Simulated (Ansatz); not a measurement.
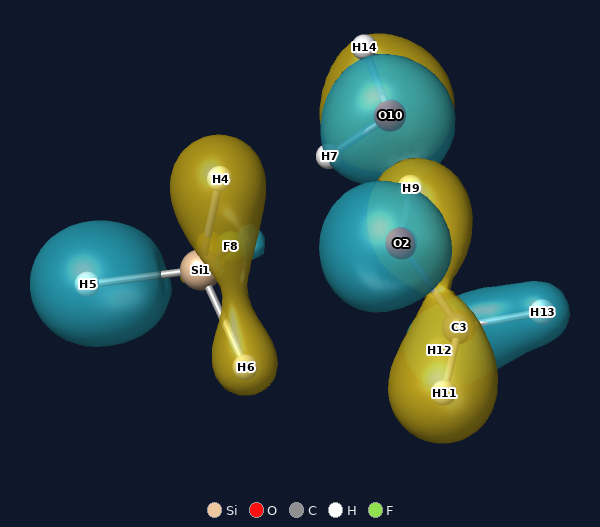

*FH$_{3}$Si···CH$_{4}$O···H$_{2}$O. The HOMO−1 at ±0.1 Å⁻³ᐟ² (yellow and cyan are the two phases), seen at a tilt.*

All numbers below come from Ansatz, RKS B3LYP-D4/def2-SVP.

```xyz
14

Si   -0.9186   -0.1604    1.7243
O     0.9965   -0.3553   -0.1000
C     0.7671   -1.3169   -1.1052
H     0.2611    0.5425    2.2812
H    -2.0333   -0.0230    2.7122
H    -0.7478   -1.6052    1.4483
H    -0.5994    1.7256   -0.7940
F    -1.5221    0.6500    0.4084
H     0.9600    0.5302   -0.5241
O     0.2409    2.0031   -1.2016
H     0.6995   -2.3078   -0.6284
H    -0.1783   -1.1395   -1.6540
H     1.5915   -1.3531   -1.8425
H     0.4828    2.8095   -0.7248
```

**What is the character of this orbital?**

Its weight (Hirshfeld) is mainly on O10 (about 30 %), O2 (about 30 %), Si1 (about 10 %), C3 (about 5 %) and H5 (about 5 %). Its energy is −8.37 eV.
